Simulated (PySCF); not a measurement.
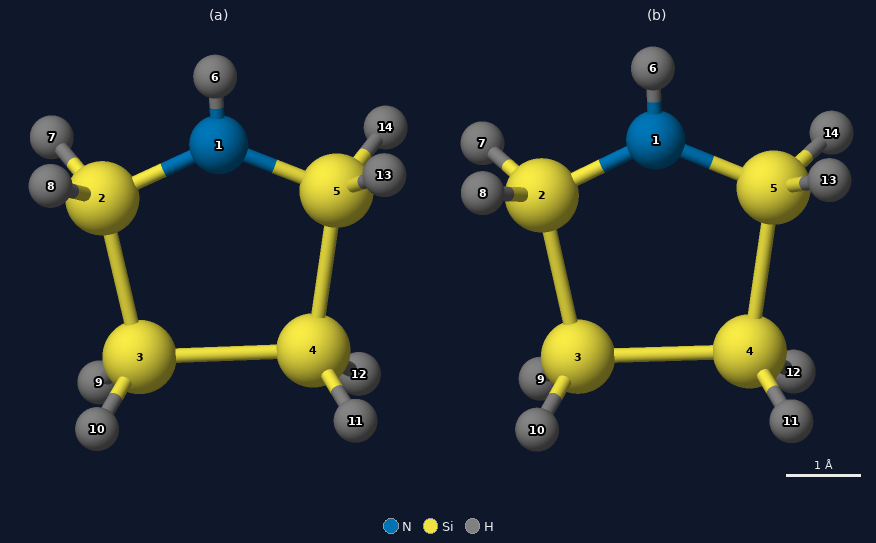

The structure of Si₄NH₉ before (left) and after (right) a relaxation, at one scale.

A ball-and-stick model, seen at a tilt.

The start comes from GFN2-xTB. Its atoms were then displaced at random by about 0.01 Å.

Theory: PBE0-D3(BJ)/def2-SVP geometry optimisation, gas phase in PySCF 2.14.0, density-fitted response routines. 

> Summarise the run.

After 4 geometry steps the energy has fallen by 0.342 eV. The largest moves after the best rigid fit, 0.13 Å, are those of H7 and H14. Largest moves by element: H 0.13 Å, N 0.07 Å, Si 0.05 Å. Among the contacts that change: Si4–Si5 2.301 → 2.355 Å, Si3–H10 1.448 → 1.496 Å, N1–H6 0.971 → 1.019 Å, Si2–Si3 2.317 → 2.355 Å. Bond angles that change, for instance: Si3–Si2–H7 117.2° → 111.7°, Si3–Si2–H8 116.6° → 111.4°, H9–Si3–H10 104.0° → 109.0°. Cost: 49 s on 1 thread of Arm Neoverse V1, on a shared host.
